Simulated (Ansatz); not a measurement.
**CH4Si (SMILES C=[SiH2]) at 6 levels**

We compute a comparison of 6 runs (B2PLYP/STO-3G, CAM-B3LYP/STO-3G, r2SCAN0/STO-3G, revPBE/STO-3G, wB97X/STO-3G, CCSDT(Q)/STO-3G) of CH4Si. 

The calculation is run with Ansatz 0.2.0.

43 further runs of the same task are left out: 43 set aside as unsound or not needed.

### Step 1. The system as given

CH4Si: 6 atoms, total charge 0, spin state singlet. As SMILES, `C=[SiH2]`. The H6–Si2 distance was set to 2.916 Å, away from the relaxed value. At this shape a bond of the SMILES string is far longer than usual.

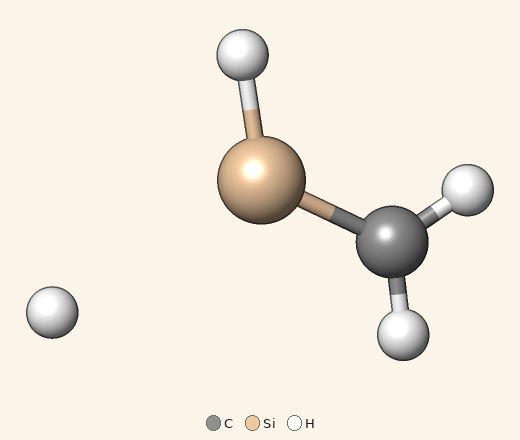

The structure, seen from a chosen angle (carbon grey, silicon light orange, hydrogen white).

### Step 2. The energy at B2PLYP/STO-3G (run 1)

run.yaml

```yaml
crystal:
  periodic: [false, false, false]
  atoms:
    - symbol: C
      position_ang: [-1.673322, -1.179622, 0.658491]
    - symbol: Si
      position_ang: [-0.323362, -0.180702, 1.141851]
    - symbol: H
      position_ang: [-2.343142, -1.629072, 1.371721]
    - symbol: H
      position_ang: [-1.897552, -1.390622, -0.373149]
    - symbol: H
      position_ang: [0.018348, 0.133508, 2.524341]
    - symbol: H
      position_ang: [1.545870, 1.084200, -0.705300]
basis:
  gaussian:
    orbitals: STO-3G
hamiltonian:
  xc: {name: B2PLYP}
correlation:
  frozen_orbitals: {C: 1, H: 0, Si: 5}
accuracy: high
```

The run is started by

```console
ansatz run run.yaml --threads 1 --pin off --max-ram 2610MiB --events-out events.jsonl --progress --plain --runs-dir runs
```

The program printed:

```text
Warning: RAYON_NUM_THREADS=1 ignored (pool sized by the plan → 1); use --threads N
Functional definition: B2PLYP
  name "B2PLYP"
  parameter a = 0.53
  parameter c = 0.27
  exchange = (1 - a)*b88_x + a*exact_x
  correlation = (1 - c)*lyp_c + c*(mp2_os + mp2_ss)
308 factors; integrals over basis functions are off by at most 5.3e-9 eV
mean field evaluation 1: about -8853.2603 eV, gradient 2.8e1 eV
mean field evaluation 2: about -8853.2369 eV, gradient 2.8e1 eV
mean field evaluation 4: about -8858.7871 eV, gradient 5.7e0 eV
mean field evaluation 8: about -8859.0228 eV, gradient 1.3e-1 eV
mean field evaluation 16: about -8859.0229 eV, gradient 1.4e-6 eV
mean field -8859.02288637 eV, -325.5630862129 hartree, gradient 1.9e-8 eV, S^2 0.000000; 0 other end points of the search recorded, 0 dependent functions left out; unrestricted orbitals would lower it
6 core orbitals not correlated: weight in the atoms' cores, before any rotation towards them, 1.000 or more for the frozen orbitals, at most 0.000 for the correlated occupied ones
reference -8859.02290603 eV, -325.5630869353 hartree; 6, 6 occupied and 6, 6 virtual orbitals, 308 factors
second order -7.40637145 eV of doubles, -0.00000000 eV of singles
Total energy: -8861.02262632 eV, -325.6365753006 hartree
```

It took 1.6 s on 1 thread of Arm Neoverse V1, shared host; peak memory 0.096 GiB.

### Step 3. The energy at CAM-B3LYP/STO-3G (run 2)

in.yaml

```yaml
crystal:
  periodic: [false, false, false]
  atoms:
    - {symbol: C, position_ang: [-1.673322, -1.179622, 0.658491]}
    - {symbol: Si, position_ang: [-0.323362, -0.180702, 1.141851]}
    - {symbol: H, position_ang: [-2.343142, -1.629072, 1.371721]}
    - {symbol: H, position_ang: [-1.897552, -1.390622, -0.373149]}
    - {symbol: H, position_ang: [0.018348, 0.133508, 2.524341]}
    - {symbol: H, position_ang: [1.545870, 1.084200, -0.705300]}
basis:
  gaussian: {orbitals: STO-3G}
hamiltonian: {xc: {name: CAM-B3LYP}}
accuracy: high
```

The run is started by

```console
ansatz run in.yaml --threads 1 --pin off --max-ram 2610MiB --events-out events.jsonl --progress --plain --runs-dir runs
```

The program printed:

```text
Warning: RAYON_NUM_THREADS=1 ignored (pool sized by the plan → 1); use --threads N
Functional definition: CAM-B3LYP
  name "CAM-B3LYP"
  parameter alpha = 0.19
  parameter beta = 0.46
  parameter omega = 0.33/bohr
  parameter ac = 0.81
  exchange = (1 - alpha - beta)*b88_x + beta*b88_x_sr(omega) + alpha*exact_x + beta*exact_x_lr(omega)
  correlation = (1 - ac)*vwn5_c + ac*lyp_c
308 factors; integrals over basis functions are off by at most 5.3e-9 eV
154 factors; integrals over basis functions are off by at most 1.0e-9 eV
mean field evaluation 1: about -8858.6118 eV, gradient 3.1e1 eV
mean field evaluation 2: about -8848.9603 eV, gradient 4.9e1 eV
mean field evaluation 4: about -8864.9808 eV, gradient 4.1e0 eV
mean field evaluation 8: about -8865.0244 eV, gradient 1.4e-1 eV
mean field evaluation 16: about -8865.0246 eV, gradient 4.7e-6 eV
mean field -8865.02456017 eV, -325.7836436567 hartree, gradient 6.4e-8 eV, S^2 0.000000; 0 other end points of the search recorded, 0 dependent functions left out
reference -8865.02457507 eV, -325.7836442044 hartree; 12, 12 occupied and 6, 6 virtual orbitals, 308 factors
Total energy: -8865.02457507 eV, -325.7836442044 hartree
```

It took 1.2 s on 1 thread of Arm Neoverse V1, shared host; peak memory 0.094 GiB.

Runs 3 to 5 aren't shown in full; the table further down has their settings and results.

### Step 4. The energy at CCSDT(Q)/STO-3G (run 6)

input.yaml

```yaml
basis:
  gaussian:
    orbitals: STO-3G
crystal:
  periodic: [false, false, false]
  atoms:
    - symbol: C
      position_ang: [-1.673322, -1.179622, 0.658491]
    - symbol: Si
      position_ang: [-0.323362, -0.180702, 1.141851]
    - symbol: H
      position_ang: [-2.343142, -1.629072, 1.371721]
    - symbol: H
      position_ang: [-1.897552, -1.390622, -0.373149]
    - symbol: H
      position_ang: [0.018348, 0.133508, 2.524341]
    - symbol: H
      position_ang: [1.545870, 1.084200, -0.705300]
correlation:
  method: ccsdt_q
  frozen_orbitals: {C: 1, H: 0, Si: 5}
accuracy: high
scf:
  omitted_lower_state_checks: [cluster_reference, increment]
```

The run is started by

```console
ansatz run input.yaml --threads 1 --pin off --max-ram 2610MiB --events-out events.jsonl --progress --plain --runs-dir runs
```

The program printed:

```text
Warning: RAYON_NUM_THREADS=1 ignored (pool sized by the plan → 1); use --threads N
[... 12 lines left out ...]
6 core orbitals not correlated: weight in the atoms' cores, before any rotation towards them, 1.000 or more for the frozen orbitals, at most 0.000 for the correlated occupied ones
[... 36 lines left out ...]
WARN: these amplitudes may be one of several solutions (largest doubles amplitude 0.67, level shift 8.43 eV)
Total energy: -8849.47684256 eV, -325.2122755732 hartree
Checks for a lower state left out: cluster_reference, increment
```

Wall time 0.34 s (1 thread of Arm Neoverse V1, shared host).

### Step 5. Overview of the runs

```tsv
run	level	frozen core orbitals	energy (Eh)	wall time
1	B2PLYP/STO-3G	6	-325.636575	1.6 s
2	CAM-B3LYP/STO-3G	–	-325.783644	1.2 s
3	r2SCAN0/STO-3G	–	-325.791186	2.7 s
4	revPBE/STO-3G	–	-325.812613	1.1 s
5	wB97X/STO-3G	–	-325.807828	4.5 s
6	CCSDT(Q)/STO-3G	6	-325.212276	0.34 s
```

### Step 6. Outcome

| quantity | value |
| --- | --- |
| run 6: total energy | -325.21228 Eh |
| run 6: correlation energy (6 core orbitals frozen) | -289.0 mEh |
| run 6: T1 diagnostic | 0.028 |

What this shows: Totals of different functionals can't be ranked against each other. In runs 1, 6 the log says that unrestricted orbitals would lower the reference, so the values rest on an unstable closed-shell determinant (other closed-shell runs at this shape may share the fault). In runs 1, 2, 3, 4, 5, 6 the basis is minimal, so the values are rough. In runs 1, 2, 3, 4, 5 a closed-shell determinant meets a far-stretched bond, which it describes badly. All runs together took 12 s, the longest 4.5 s.
